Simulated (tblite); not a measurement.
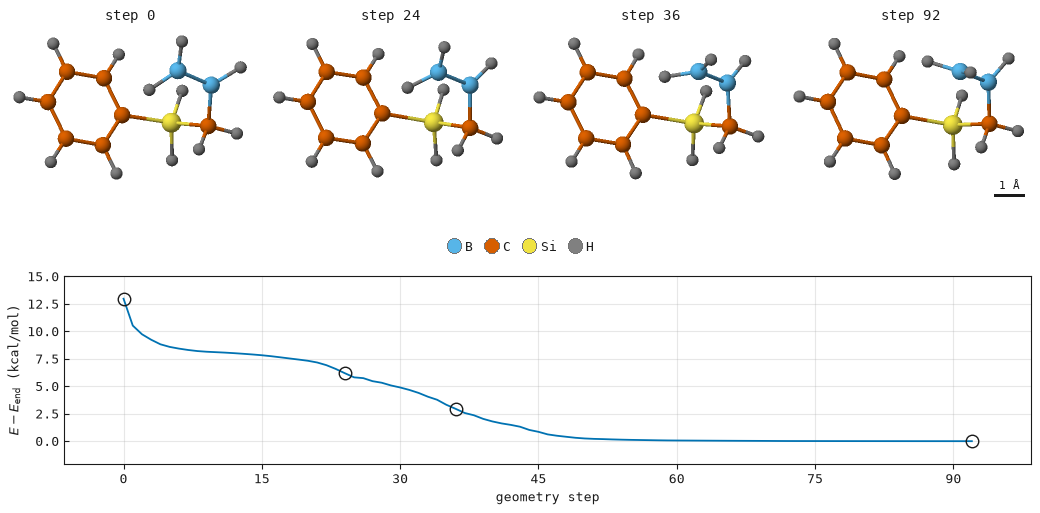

Frames of a relaxation of C7H12B2Si, marked on the history of the run. A ball-and-stick model, seen at a tilt.

Computed with GFN2-xTB geometry optimisation, gas phase (tblite). 

Question: Describe the path.

Answer: The energy falls by 13.0 kcal/mol in 92 geometry steps. The largest move after the best rigid fit is that of an H atom, 1.28 Å. Largest moves by element: H 1.28 Å, B 0.16 Å, C 0.10 Å, Si 0.09 Å. Some distances before and after: C–Si 1.837 → 1.887 Å, C–Si 1.882 → 1.916 Å, B–C 1.597 → 1.566 Å, C–H 1.120 → 1.090 Å. Bond angles that change, for instance: H–B–H 119.4° → 114.4°, B–C–H 109.6° → 113.6°, B–C–H 109.6° → 113.3°. Groups turn about B–B by about 85°, B–C by about 20°. From step 0 to 24: an H atom moves most (0.65 Å), energy −6.78 kcal/mol. From step 24 to 36: an H atom moves most (0.54 Å), energy −3.24 kcal/mol. From step 36 to 92: an H atom moves most (0.54 Å), energy −2.95 kcal/mol.

```json
{"step": "0", "E − E(0), kcal/mol": "0.00"}
{"step": "1", "E − E(0), kcal/mol": "-2.45"}
{"step": "2", "E − E(0), kcal/mol": "-3.24"}
{"step": "3", "E − E(0), kcal/mol": "-3.74"}
{"step": "4", "E − E(0), kcal/mol": "-4.15"}
{"step": "5", "E − E(0), kcal/mol": "-4.39"}
{"step": "6", "E − E(0), kcal/mol": "-4.54"}
{"step": "7", "E − E(0), kcal/mol": "-4.67"}
{"step": "8", "E − E(0), kcal/mol": "-4.77"}
{"step": "9", "E − E(0), kcal/mol": "-4.83"}
{"step": "10", "E − E(0), kcal/mol": "-4.87"}
{"step": "14", "E − E(0), kcal/mol": "-5.08"}
{"step": "19", "E − E(0), kcal/mol": "-5.54"}
{"step": "23", "E − E(0), kcal/mol": "-6.39"}
{"step": "27", "E − E(0), kcal/mol": "-7.51"}
{"step": "32", "E − E(0), kcal/mol": "-8.58"}
{"step": "36", "E − E(0), kcal/mol": "-10.02"}
{"step": "40", "E − E(0), kcal/mol": "-11.18"}
{"step": "45", "E − E(0), kcal/mol": "-12.12"}
{"step": "49", "E − E(0), kcal/mol": "-12.66"}
{"step": "53", "E − E(0), kcal/mol": "-12.81"}
{"step": "57", "E − E(0), kcal/mol": "-12.88"}
{"step": "62", "E − E(0), kcal/mol": "-12.92"}
{"step": "66", "E − E(0), kcal/mol": "-12.94"}
{"step": "70", "E − E(0), kcal/mol": "-12.95"}
{"step": "75", "E − E(0), kcal/mol": "-12.96"}
{"step": "79", "E − E(0), kcal/mol": "-12.97"}
{"step": "83", "E − E(0), kcal/mol": "-12.97"}
{"step": "88", "E − E(0), kcal/mol": "-12.97"}
{"step": "92", "E − E(0), kcal/mol": "-12.98"}
```
